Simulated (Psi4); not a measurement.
## Frequency calculation of HF (part 1 of 4)

The run: frequency calculation of HF, SMILES F. Method and program: M06-L/aug-pcseg-3, RKS (Psi4 1.11).

The geometry was optimised with M06-L/aug-pcseg-3.

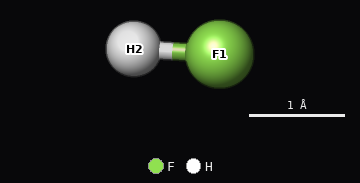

*The structure (ball-and-stick view, seen at a tilt; atoms are numbered from 1 in the order of the input).*

Bond lengths as drawn: F–H 0.92 Å.

**The input (fh.py)**
```python
import psi4

psi4.set_memory('1600 MB')
psi4.set_num_threads(1)
psi4.set_output_file('output.dat', False)

mol = psi4.geometry("""
F     -0.389825     0.144535    -0.196312
H      0.386692    -0.143374     0.194734
symmetry c1
""")

psi4.set_options({
    'reference': 'rks',
    'puream': True,
    'scf_type': 'pk',
    'dft_radial_points': 99,
    'dft_spherical_points': 590,
    'rotational_symmetry_number': 1,
})

result = psi4.frequency('m06-l/aug-pcseg-3', molecule=mol)
print(f'total energy {result:.8f} hartree = {result * 27.211386:.5f} eV')
for k in ('ZPVE', 'ENTHALPY', 'GIBBS FREE ENERGY'):
    print(f'{k}: {psi4.variable(k):.8f} Eh')
```

Run on 1 thread of Intel Xeon @ 2.50GHz (Skylake/Cascade Lake), 189 GiB of memory available, shared host.

Launch command:
```bash
python fh.py
```

**Log**
```
Psi4 1.11 release

         ----------------------------------------------------------
                                   FINDIF
         ----------------------------------------------------------

  Using finite-differences of gradients to determine vibrational frequencies and
  normal modes. Resulting frequencies are only valid at stationary points.
    Generating geometries for use with 3-point formula.
    Displacement size will be 5.00e-03.
    Number of atoms is 2.
    Number of irreps is 1.
    Number of SALCs is 3.
    Translations projected? 1. Rotations projected? 0.
    Index of SALCs per irrep:
      1 :  0  1  2
    Number of SALCs per irrep:
      Irrep 1: 3
    Number of geometries (including reference) is 7.
    Number of displacements per irrep:
      Irrep 1: 6
 7 displacements needed ...

  //>>>>>>>>>>>>>>>>>>>>>>>>>>>>>>>>>>>//
  //    FiniteDifference Computations  //
  //<<<<<<<<<<<<<<<<<<<<<<<<<<<<<<<<<<<//

    -----------------------------------------------------------------------
                               Psi4 1.11 release

    h
    h
    h

    -----------------------------------------------------------------------

gradient() will perform analytic gradient computation.

   => Loading Basis Set <=

    Name: AUG-PCSEG-3
    Role: ORBITAL
    Keyword: BASIS

         ---------------------------------------------------------
                                   SCF
                              RKS Reference
                        1 Threads,   1525 MiB Core
         ---------------------------------------------------------

  ==> Geometry <==

    Molecular point group: c1
    Full point group: C_inf_v

    Geometry (in Bohr), charge = 0, multiplicity = 1:

       Center              X                  Y                   Z               Mass
    ------------   -----------------  -----------------  -----------------  -----------------
         F            0.000000000000     0.000000000000    -0.087185586216    18.998403162730
         H            0.000000000000     0.000000000000     1.643526270880     1.007825032230

  Running in c1 symmetry.

  Rotational constants: A = ************  B =     20.99944  C =     20.99944 [cm^-1]
  Rotational constants: A = ************  B = 629547.31094  C = 629547.31094 [MHz]
  Nuclear repulsion =    5.200172381728060

  Charge       = 0
  Multiplicity = 1
  Electrons    = 10
  Nalpha       = 5
  Nbeta        = 5

  ==> Algorithm <==

  SCF Algorithm Type is PK.
  DIIS enabled.
  MOM disabled.
  Fractional occupation disabled.
  Guess Type is SAD.
  Energy threshold   = 1.00e-08
  Density threshold  = 1.00e-08
  Integral threshold = 1.00e-12

  ==> Primary Basis <==

  Basis Set: AUG-PCSEG-3
    Blend: AUG-PCSEG-3
    Number of shells: 36
    Number of basis functions: 134
    Number of Cartesian functions: 169
    Spherical Harmonics?: true
    Max angular momentum: 4

  ==> DFT Potential <==

   => LibXC <=

    Version 7.1.2

   => Composite Functional: M06-L <=

    M06-L Meta-GGA XC Functional

    Deriv               =              1
    GGA                 =           TRUE
    Meta                =           TRUE

    Exchange Hybrid     =          FALSE
    MP2 Hybrid          =          FALSE

   => Exchange Functionals <=

    1.0000   XC_MGGA_X_M06_L

   => Correlation Functionals <=

    1.0000   XC_MGGA_C_M06_L

   => LibXC Density Thresholds  <==

    XC_MGGA_C_M06_L:  1.00E-12
    XC_MGGA_X_M06_L:  1.00E-15

   => Molecular Quadrature <=

    Radial Scheme          =       TREUTLER
    Pruning Scheme         =           NONE
    Nuclear Scheme         =       TREUTLER

    Blocking Scheme        =         OCTREE
    BS radius alpha        =              1
    Pruning alpha          =              1
    Radial Points          =             99
    Spherical Points       =            590
    Total Points           =         114648
    Total Blocks           =            915
    Max Points             =            256
    Max Functions          =            134
    Weights Tolerance      =       1.00E-15

  ==> Integral Setup <==

  Using in-core PK algorithm.
   Calculation information:
      Number of atoms:                   2
      Number of AO shells:              36
      Number of primitives:             56
      Number of atomic orbitals:       169
      Number of basis functions:       134

      Integral cutoff                 1.00e-12
      Number of threads:                 1

  Performing in-core PK
  Using 81821070 doubles for integral storage.
  We computed 222109 shell quartets total.
  Whereas there are 222111 unique shell quartets.

  ==> DiskJK: Disk-Based J/K Matrices <==

    J tasked:                  Yes
    K tasked:                   No
    wK tasked:                  No
    Memory [MiB]:             1029
    Schwarz Cutoff:          1E-12

  Cached 10.1% of DFT collocation blocks in 0.101 [GiB].

  Minimum eigenvalue in the overlap matrix is 6.9866691842E-05.
  Reciprocal condition number of the overlap matrix is 1.2016115953E-05.
    Using symmetric orthogonalization.

  ==> Pre-Iterations <==

  SCF Guess: Superposition of Atomic Densities via on-the-fly atomic UHF (no occupation information).

   -------------------------
    Irrep   Nso     Nmo
   -------------------------
     A        134     134
   -------------------------
    Total     134     134
   -------------------------

  ==> Iterations <==

                        Total Energy        Delta E     RMS |[F,P]|

   @RKS iter SAD:  -100.22187379299230   -1.00222e+02   0.00000e+00
   @RKS iter   1:  -100.41641255167282   -1.94539e-01   3.39570e-03 ADIIS/DIIS
   @RKS iter   2:  -100.30343463693646    1.12978e-01   5.73702e-03 ADIIS/DIIS
   @RKS iter   3:  -100.47643247743960   -1.72998e-01   1.52708e-04 ADIIS/DIIS
   @RKS iter   4:  -100.47655399158094   -1.21514e-04   4.96708e-05 DIIS
   @RKS iter   5:  -100.47656559373495   -1.16022e-05   1.02747e-05 DIIS
   @RKS iter   6:  -100.47656614328073   -5.49546e-07   1.04793e-06 DIIS
   @RKS iter   7:  -100.47656615083280   -7.55206e-09   2.44540e-07 DIIS
   @RKS iter   8:  -100.47656615115838   -3.25585e-10   2.38416e-08 DIIS
   @RKS iter   9:  -100.47656615116296   -4.57590e-12   2.50780e-09 DIIS
  Energy and wave function converged.

  ==> Post-Iterations <==

   Electrons on quadrature grid:
      Ntotal   =    9.9999999994 ; deviation = -6.092e-10

    Orbital Energies [Eh]
    ---------------------

    Doubly Occupied:

       1A    -24.487838     2A     -1.177320     3A     -0.508677
       4A     -0.363762     5A     -0.363762

    Virtual:

       6A     -0.019750     7A      0.046428     8A      0.047491
       9A      0.047491    10A      0.060618    11A      0.111757
      12A      0.119204    13A      0.119204    14A      0.162616
      15A      0.162616    16A      0.203720    17A      0.231356
      18A      0.231356    19A      0.232705    20A      0.308293
      21A      0.330342    22A      0.330342    23A      0.338680
      24A      0.338680    25A      0.350479    26A      0.350479
      27A      0.362007    28A      0.364655    29A      0.364655
      30A      0.445964    31A      0.496570    32A      0.496570
      33A      0.500848    34A      0.500848    35A      0.533262
      36A      0.667371    37A      0.683222    38A      0.683222
      39A      0.686423    40A      0.686423    41A      0.743542
      42A      0.743542    43A      0.744216    44A      0.760109
      45A      0.760109    46A      0.954670    47A      0.954670
      48A      0.976481    49A      1.017780    50A      1.017780
      51A      1.023268    52A      1.023268    53A      1.027250
      54A      1.033006    55A      1.033006    56A      1.175778
      57A      1.175778    58A      1.228317    59A      1.228317
      60A      1.276087    61A      1.464693    62A      1.592432
      63A      1.592432    64A      1.691984    65A      1.849225
      66A      1.849225    67A      2.324098    68A      2.332278
      69A      2.332278    70A      2.439269    71A      2.729606
      72A      2.729606    73A      3.235076    74A      3.235077
      75A      3.236297    76A      3.485200    77A      3.485200
      78A      3.766700    79A      3.953977    80A      3.953977
      81A      4.278088    82A      4.278088    83A      4.473521
      84A      4.473521    85A      4.613542    86A      4.870396
      87A      4.870396    88A      5.317612    89A      5.598066
      90A      5.598066    91A      5.701910    92A      7.097092
      93A      7.674288    94A      7.674288    95A      8.104889
      96A      8.104889    97A      8.169487    98A      8.280348
      99A      8.280348   100A      8.522778   101A      8.522779
     102A      8.802267   103A      8.802274   104A      8.896640
     105A      8.896643   106A      8.973636   107A      8.973636
     108A      9.775568   109A      9.966180   110A      9.966180
     111A     10.645315   112A     10.820791   113A     10.820791
     114A     11.791556   115A     11.791558   116A     11.799573
     117A     11.799573   118A     11.977367   119A     11.977371
     120A     12.185591   121A     12.185591   122A     12.331500
     123A     13.471793   124A     14.126255   125A     14.126255
     126A     20.753359   127A     20.753359   128A     21.055541
     129A     27.441482   130A     27.441510   131A     27.659984
     132A     27.659984   133A     28.282833   134A     57.197553

    Final Occupation by Irrep:
              A
    DOCC [     5 ]
    NA   [     5 ]
    NB   [     5 ]

  @RKS Final Energy:  -100.47656615116296

   => Energetics <=

    Nuclear Repulsion Energy =              5.2001723817280601
    One-Electron Energy =                -150.5912128832929113
    Two-Electron Energy =                  55.7405032179189703
    DFT Exchange-Correlation Energy =     -10.8260288675170866
    Empirical Dispersion Energy =           0.0000000000000000
    VV10 Nonlocal Energy =                  0.0000000000000000
    Total Energy =                       -100.4765661511629560

Computation Completed

Properties will be evaluated at   0.000000,   0.000000,   0.000000 [a0]

Properties computed using the SCF density matrix

 Multipole Moments:

 ------------------------------------------------------------------------------------
     Multipole            Electronic (a.u.)      Nuclear  (a.u.)        Total (a.u.)
 ------------------------------------------------------------------------------------

 L = 1.  Multiply by 2.5417464519 to convert [e a0] to [Debye]
 Dipole X            :          0.0000000            0.0000000            0.0000000
 Dipole Y            :         -0.0000000            0.0000000           -0.0000000
 Dipole Z            :         -0.1664031            0.8588560            0.6924529
 Magnitude           :                                                    0.6924529

 ------------------------------------------------------------------------------------

	total time  =         49 seconds =       0.82 minutes

         ------------------------------------------------------------
                                   SCF GRAD
         ------------------------------------------------------------

  ==> Geometry <==

    Molecular point group: c1
    Full point group: C_inf_v

    Geometry (in Bohr), charge = 0, multiplicity = 1:

       Center              X                  Y                   Z               Mass
    ------------   -----------------  -----------------  -----------------  -----------------
         F            0.000000000000     0.000000000000    -0.087185586216    18.998403162730
         H            0.000000000000     0.000000000000     1.643526270880     1.007825032230

  Nuclear repulsion =    5.200172381728060

  ==> Basis Set <==

  Basis Set: AUG-PCSEG-3
    Blend: AUG-PCSEG-3
    Number of shells: 36
    Number of basis functions: 134
    Number of Cartesian functions: 169
    Spherical Harmonics?: true
    Max angular momentum: 4

  ==> DirectJKGrad: Integral-Direct SCF Gradients <==

    Gradient:                    1
    J tasked:                  Yes
    K tasked:                   No
    wK tasked:                  No
    Integrals threads:           1
    Schwarz Cutoff:          1E-12

   => Molecular Quadrature <=

    Radial Scheme          =       TREUTLER
    Pruning Scheme         =           NONE
    Nuclear Scheme         =       TREUTLER

    Blocking Scheme        =         OCTREE
    BS radius alpha        =              1
    Pruning alpha          =              1
    Radial Points          =             99
    Spherical Points       =            590
    Total Points           =         114648
    Total Blocks           =            915
    Max Points             =            256
    Max Functions          =            134
    Weights Tolerance      =       1.00E-15

  -Total Gradient:
     Atom            X                  Y                   Z
    ------   -----------------  -----------------  -----------------
       1        0.000000000000    -0.000000000000     0.000007081966
       2        0.000000000000     0.000000000000    -0.000001296310

	total time  =         53 seconds =       0.88 minutes

    Psi4 run time: 0:01:42.39

    -----------------------------------------------------------------------
                               Psi4 1.11 release

    h
    h
    h

    -----------------------------------------------------------------------

gradient() will perform analytic gradient computation.

  ==> Geometry <==

    Molecular point group: c1
    Full point group: C_inf_v

    Geometry (in Bohr), charge = 0, multiplicity = 1:

       Center              X                  Y                   Z               Mass
    ------------   -----------------  -----------------  -----------------  -----------------
         F           -0.000257466907     0.000000000000    -0.087185586216    18.998403162730
         H            0.004853481454     0.000000000000     1.643526270880     1.007825032230

  Running in c1 symmetry.

  Rotational constants: A = ************  B =     20.99925  C =     20.99925 [cm^-1]
  Rotational constants: A = ************  B = 629541.82087  C = 629541.82087 [MHz]
  Nuclear repulsion =    5.200149707195001

  Charge       = 0
  Multiplicity = 1
  Electrons    = 10
  Nalpha       = 5
  Nbeta        = 5

   => Molecular Quadrature <=

    Radial Scheme          =       TREUTLER
    Pruning Scheme         =           NONE
    Nuclear Scheme         =       TREUTLER

    Blocking Scheme        =         OCTREE
    BS radius alpha        =              1
    Pruning alpha          =              1
    Radial Points          =             99
    Spherical Points       =            590
    Total Points           =         114648
    Total Blocks           =            911
    Max Points             =            256
    Max Functions          =            134
    Weights Tolerance      =       1.00E-15

  ==> DiskJK: Disk-Based J/K Matrices <==

    J tasked:                  Yes
    K tasked:                   No
    wK tasked:                  No
    Memory [MiB]:             1029
    Schwarz Cutoff:          1E-12

  Cached 10.1% of DFT collocation blocks in 0.120 [GiB].

  Minimum eigenvalue in the overlap matrix is 6.9866850988E-05.
  Reciprocal condition number of the overlap matrix is 1.2016149172E-05.
    Using symmetric orthogonalization.

  ==> Iterations <==

                        Total Energy        Delta E     RMS |[F,P]|

   @RKS iter SAD:  -100.22187255664510   -1.00222e+02   0.00000e+00
   @RKS iter   1:  -100.41641262746782   -1.94540e-01   3.39569e-03 ADIIS/DIIS
   @RKS iter   2:  -100.30343345021045    1.12979e-01   5.73703e-03 ADIIS/DIIS
   @RKS iter   3:  -100.47643247858086   -1.72999e-01   1.52708e-04 ADIIS/DIIS
   @RKS iter   4:  -100.47655399149568   -1.21513e-04   4.96709e-05 DIIS
   @RKS iter   5:  -100.47656559374910   -1.16023e-05   1.02746e-05 DIIS
   @RKS iter   6:  -100.47656614328994   -5.49541e-07   1.04793e-06 DIIS
   @RKS iter   7:  -100.47656615084171   -7.55176e-09   2.44539e-07 DIIS
   @RKS iter   8:  -100.47656615116716   -3.25457e-10   2.38415e-08 DIIS
   @RKS iter   9:  -100.47656615117204   -4.87432e-12   2.50780e-09 DIIS
  Energy and wave function converged.

  ==> Post-Iterations <==

   Electrons on quadrature grid:
      Ntotal   =    9.9999999994 ; deviation = -6.092e-10

    Final Occupation by Irrep:
              A
    DOCC [     5 ]
    NA   [     5 ]
    NB   [     5 ]

  @RKS Final Energy:  -100.47656615117204

   => Energetics <=

    Nuclear Repulsion Energy =              5.2001497071950009
    One-Electron Energy =                -150.5911743490539720
    Two-Electron Energy =                  55.7404851709127485
    DFT Exchange-Correlation Energy =     -10.8260266802258194
    Empirical Dispersion Energy =           0.0000000000000000
    VV10 Nonlocal Energy =                  0.0000000000000000
    Total Energy =                       -100.4765661511720367

Computation Completed

Properties will be evaluated at   0.000000,   0.000000,   0.000000 [a0]

Properties computed using the SCF density matrix

 Multipole Moments:

 ------------------------------------------------------------------------------------
     Multipole            Electronic (a.u.)      Nuclear  (a.u.)        Total (a.u.)
 ------------------------------------------------------------------------------------

 L = 1.  Multiply by 2.5417464519 to convert [e a0] to [Debye]
 Dipole X            :         -0.0004914            0.0025363            0.0020449
 Dipole Y            :         -0.0000000            0.0000000           -0.0000000
 Dipole Z            :         -0.1664037            0.8588560            0.6924523
 Magnitude           :                                                    0.6924553

 ------------------------------------------------------------------------------------

	total time  =         48 seconds =       0.80 minutes
```
